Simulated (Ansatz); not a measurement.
Nudged elastic band, with input and output: CH6SSeSi (part 2 of 2)

Continued. System: CH6SSeSi. Method: RKS B3LYP-D4/def2-SVP (Ansatz 0.2.0). It belongs to a series of runs on one base structure; here: band between the two ends.

Geometry of the input (Å):
```
C  -1.2323  1.1580  -0.5839
Se -0.5071  0.8686  1.2330
Si 0.5410  -1.1154  0.8028
S  1.9188  -0.9888  -0.8602
H  -0.4348  1.0177  -1.3251
H  -1.5960  2.1936  -0.6139
H  -2.0629  0.4666  -0.7781
H  -0.3992  -2.1876  0.3753
H  1.2081  -1.4846  2.0815
H  2.6476  0.0206  -0.3285
```

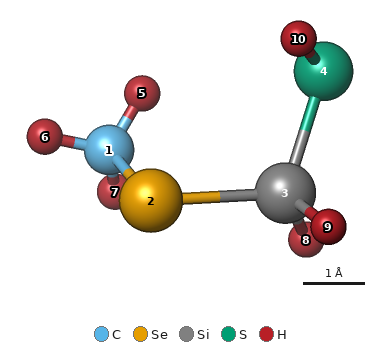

The starting structure (ball-and-stick view, seen at a tilt; atoms are numbered from 1 in the order of the input).

```
Total energy: -85184.33453544 eV, -3130.4665541618 hartree
Atom 0 at    -1.150691     1.094513    -0.558550 Å, force    -0.000929    -0.007741    -0.025295 eV/Å
Atom 1 at    -0.690948     0.647872     1.302849 Å, force    -0.006673     0.007368     0.004044 eV/Å
Atom 2 at     0.618180    -1.618675     0.611664 Å, force    -0.009260    -0.000012     0.017464 eV/Å
Atom 3 at     1.824206    -0.947425    -1.054974 Å, force     0.005371     0.000652    -0.022825 eV/Å
Atom 4 at    -0.268031     1.492897    -1.073469 Å, force    -0.002281    -0.008481    -0.000159 eV/Å
Atom 5 at    -1.957141     1.838470    -0.538575 Å, force    -0.008944     0.020435     0.013364 eV/Å
Atom 6 at    -1.501283     0.192693    -1.081072 Å, force     0.007695     0.002205     0.003920 eV/Å
Atom 7 at    -0.896972    -1.098798     0.889808 Å, force     0.018853    -0.012812     0.001803 eV/Å
Atom 8 at     1.444886    -1.509696     1.859526 Å, force    -0.006599    -0.003193    -0.000545 eV/Å
Atom 9 at     2.660894    -0.143250    -0.354309 Å, force     0.002767     0.001579     0.008230 eV/Å
Dipole moment:     0.004867     0.148976    -0.035826 e Å
this run last wrote the band of iteration 13 to [file]
```

The last band as extended XYZ (Å, eV, eV/Å):
```
10
Properties=species:S:1:pos:R:3:forces:R:3 image=0 energy=-85186.65278
C    -1.2323    1.1580   -0.5839   -0.0112  -0.0029  -0.0077
Se   -0.5071    0.8686    1.2330    0.0010   0.0022   0.0175
Si    0.5410   -1.1154    0.8028   -0.0040   0.0111  -0.0027
S     1.9188   -0.9888   -0.8602    0.0026  -0.0101  -0.0084
H    -0.4348    1.0177   -1.3251   -0.0039   0.0072   0.0020
H    -1.5960    2.1936   -0.6139    0.0076  -0.0142  -0.0060
H    -2.0629    0.4666   -0.7781    0.0068   0.0078   0.0018
H    -0.3992   -2.1876    0.3753   -0.0041  -0.0067  -0.0018
H     1.2081   -1.4846    2.0815    0.0026  -0.0007   0.0015
H     2.6476    0.0206   -0.3285    0.0026   0.0063   0.0037
10
Properties=species:S:1:pos:R:3:forces:R:3 image=1 energy=-85186.61168
C    -1.1585    1.1609   -0.5838   -0.0187   0.0258  -0.0295
Se   -0.4651    0.9523    1.2593    0.0441   0.0519   0.0043
Si    0.5005   -1.0718    0.8303   -0.0235   0.0662   0.0317
S     1.7798   -1.0506   -0.9150   -0.0146  -0.0195   0.0271
H    -0.3439    1.4868   -1.2412   -0.0173  -0.0028  -0.0250
H    -1.9523    1.9176   -0.5496    0.0102   0.0316   0.0159
H    -1.5755    0.2136   -0.9531   -0.0195   0.0177   0.0407
H    -0.5896   -2.0240    0.4965    0.0855  -0.1691  -0.0801
H     1.2449   -1.4884    2.0499   -0.0426   0.0071   0.0322
H     2.6429   -0.1476   -0.3905   -0.0036  -0.0087  -0.0172
10
Properties=species:S:1:pos:R:3:forces:R:3 image=2 energy=-85184.91904
C    -1.1461    1.0752   -0.5814    0.0155   0.0060   0.0178
Se   -0.6083    0.7590    1.2933    0.5727   0.5624   0.0533
Si    0.5849   -1.3305    0.7102   -0.2521   1.6643   0.4260
S     1.8215   -0.9833   -1.0272   -0.1121  -0.1745  -0.0015
H    -0.2782    1.4731   -1.1200   -0.0492   0.0119  -0.0979
H    -1.9634    1.8095   -0.5821    0.0277   0.0016   0.0574
H    -1.4943    0.1557   -1.0800    0.0259  -0.0261   0.0993
H    -0.8984   -1.3489    0.8120    0.0186  -1.6125  -0.5889
H     1.4211   -1.5180    1.9193   -0.1329  -0.3509   0.0832
H     2.6444   -0.1433   -0.3412   -0.1142  -0.0822  -0.0488
10
Properties=species:S:1:pos:R:3:forces:R:3 image=3 energy=-85184.45427
C    -1.1487    1.0849   -0.5677   -0.0172  -0.0001  -0.0032
Se   -0.6490    0.6991    1.2994    0.2962   0.2647   0.0335
Si    0.6028   -1.4871    0.6568   -0.1412   0.8134   0.2016
S     1.8220   -0.9650   -1.0475   -0.0439  -0.0800  -0.0358
H    -0.2744    1.4831   -1.0956   -0.0162   0.0069  -0.0525
H    -1.9608    1.8249   -0.5570    0.0227  -0.0037   0.0350
H    -1.5002    0.1750   -1.0787    0.0221  -0.0103   0.0438
H    -0.8978   -1.2106    0.8572    0.0092  -0.7853  -0.2787
H     1.4373   -1.5120    1.8888   -0.0695  -0.1740   0.0736
H     2.6519   -0.1438   -0.3529   -0.0624  -0.0316  -0.0175
10
Properties=species:S:1:pos:R:3:forces:R:3 image=4 energy=-85184.33429
C    -1.1507    1.0945   -0.5585   -0.0009  -0.0077  -0.0253
Se   -0.6909    0.6479    1.3028   -0.0067   0.0074   0.0040
Si    0.6182   -1.6187    0.6117   -0.0093   0.0000   0.0175
S     1.8242   -0.9474   -1.0550    0.0054   0.0007  -0.0228
H    -0.2680    1.4929   -1.0735   -0.0023  -0.0085  -0.0002
H    -1.9571    1.8385   -0.5386   -0.0089   0.0204   0.0134
H    -1.5013    0.1927   -1.0811    0.0077   0.0022   0.0039
H    -0.8970   -1.0988    0.8898    0.0189  -0.0128   0.0018
H     1.4449   -1.5097    1.8595   -0.0066  -0.0032  -0.0005
H     2.6609   -0.1432   -0.3543    0.0028   0.0016   0.0082
10
Properties=species:S:1:pos:R:3:forces:R:3 image=5 energy=-85184.41484
C    -1.1571    1.1016   -0.5513   -0.0042   0.0057  -0.0439
Se   -0.7479    0.5854    1.3027   -0.1211  -0.0838   0.0001
Si    0.6472   -1.7661    0.5574    0.0435  -0.2756  -0.0439
S     1.8371   -0.9254   -1.0543    0.0386   0.0263  -0.0111
H    -0.2591    1.4993   -1.0402    0.0096  -0.0276   0.0347
H    -1.9549    1.8541   -0.5248   -0.0137   0.0240   0.0001
H    -1.5045    0.2133   -1.0946   -0.0094   0.0081  -0.0261
H    -0.9267   -0.9719    0.9485   -0.0338   0.2521   0.1362
H     1.4685   -1.5004    1.8020    0.0491   0.0644  -0.0782
H     2.6804   -0.1413   -0.3424    0.0415   0.0064   0.0324
10
Properties=species:S:1:pos:R:3:forces:R:3 image=6 energy=-85184.50485
C    -1.1713    1.1002   -0.5593    0.0322  -0.0305   0.0004
Se   -0.8271    0.5659    1.3065   -0.0625   0.0116  -0.0015
Si    0.7188   -1.8705    0.5156    0.0543  -0.0904  -0.0292
S     1.8832   -0.8972   -1.0469    0.0303   0.0027  -0.0080
H    -0.2474    1.4862   -1.0082    0.0022  -0.0187   0.0313
H    -1.9583    1.8634   -0.5520   -0.0189   0.0294  -0.0297
H    -1.5034    0.2185   -1.1210   -0.0227   0.0184  -0.0103
H    -1.0677   -0.9025    1.0339   -0.1184   0.0625   0.0848
H     1.5371   -1.4809    1.7385    0.0654   0.0178  -0.0613
H     2.7193   -0.1344   -0.3042    0.0380  -0.0027   0.0236
10
Properties=species:S:1:pos:R:3:forces:R:3 image=7 energy=-85184.58005
C    -1.1745    1.0814   -0.5631    0.0209  -0.0216  -0.0189
Se   -0.8134    0.5223    1.2916    0.0228  -0.0348  -0.0094
Si    0.7734   -1.8723    0.4933    0.0448   0.0006  -0.0297
S     1.9382   -0.8637   -1.0554    0.0535   0.0183  -0.0052
H    -0.2425    1.4699   -0.9931    0.0045  -0.0222   0.0224
H    -1.9590    1.8481   -0.5579   -0.0025   0.0003  -0.0014
H    -1.4949    0.2065   -1.1408   -0.0031   0.0008  -0.0095
H    -1.3281   -0.8557    1.1204   -0.2634   0.0583   0.0958
H     1.6121   -1.4718    1.7025    0.0759   0.0021  -0.0387
H     2.7719   -0.1160   -0.2946    0.0466  -0.0018  -0.0053
10
Properties=species:S:1:pos:R:3:forces:R:3 image=8 energy=-85184.72462
C    -1.1689    1.0457   -0.5683    0.0027  -0.0074  -0.0436
Se   -0.7538    0.4330    1.2540    0.0811  -0.1180  -0.0218
Si    0.8065   -1.8417    0.4857    0.0392   0.0467  -0.0293
S     1.9835   -0.8268   -1.0685    0.0580   0.0401  -0.0018
H    -0.2375    1.4482   -0.9876    0.0119  -0.0360   0.0188
H    -1.9517    1.8150   -0.5386    0.0194  -0.0385   0.0444
H    -1.4858    0.1855   -1.1684    0.0146  -0.0148  -0.0319
H    -1.6135   -0.7583    1.2170   -0.3540   0.1236   0.1187
H     1.6772   -1.4571    1.6813    0.0715   0.0010  -0.0319
H     2.8271   -0.0948   -0.3037    0.0556   0.0033  -0.0216
10
Properties=species:S:1:pos:R:3:forces:R:3 image=9 energy=-85184.88112
C    -1.1469    0.9697   -0.5797   -0.0272   0.0079  -0.0254
Se   -0.6766    0.3139    1.2090    0.0299  -0.0125   0.0208
Si    0.8170   -1.8361    0.4056    0.0072  -0.0072  -0.0323
S     2.0198   -0.7049   -1.0772    0.0175   0.0296   0.0228
H    -0.2167    1.3733   -0.9990    0.0073  -0.0287  -0.0004
H    -1.9153    1.7492   -0.4983    0.0192  -0.0242   0.0143
H    -1.4873    0.1301   -1.1973    0.0063  -0.0086  -0.0184
H    -1.8997   -0.4895    1.3992   -0.0663   0.0467   0.0378
H     1.6957   -1.5064    1.6150    0.0044  -0.0057  -0.0153
H     2.8930   -0.0507   -0.2743    0.0017   0.0025  -0.0039
10
Properties=species:S:1:pos:R:3:forces:R:3 image=10 energy=-85184.91239
C    -1.2335    0.8954   -0.6343    0.0009   0.0016   0.0067
Se   -0.4821    0.3678    1.1025    0.0008  -0.0085  -0.0092
Si    0.7847   -1.7779    0.1223   -0.0022  -0.0010  -0.0053
S     2.2229   -0.4386   -0.9333    0.0014  -0.0029  -0.0005
H    -0.3599    1.1458   -1.2501   -0.0015  -0.0020   0.0004
H    -1.8868    1.7667   -0.5061   -0.0030   0.0078  -0.0015
H    -1.7697    0.0449   -1.0725    0.0070  -0.0008  -0.0048
H    -1.7351   -0.2208    1.6293   -0.0037   0.0016   0.0084
H     1.5327   -1.8093    1.4563    0.0061   0.0031   0.0052
H     3.0099   -0.0255    0.0889   -0.0060   0.0011   0.0005
```

Key numbers:

```json
{"quantity": "outcome", "value": "converged"}
{"quantity": "barrier, forward", "value": "2.318 eV"}
{"quantity": "barrier, backward", "value": "0.578 eV"}
{"quantity": "hardware", "value": "2 threads of Intel Xeon (Sapphire Rapids), 16 GiB of memory available, shared host"}
{"quantity": "wall time", "value": "5.6 min (CPU time 11 min)"}
{"quantity": "peak memory", "value": "0.3 GiB"}
```

Remarks:

The order of the saddle point was not checked.
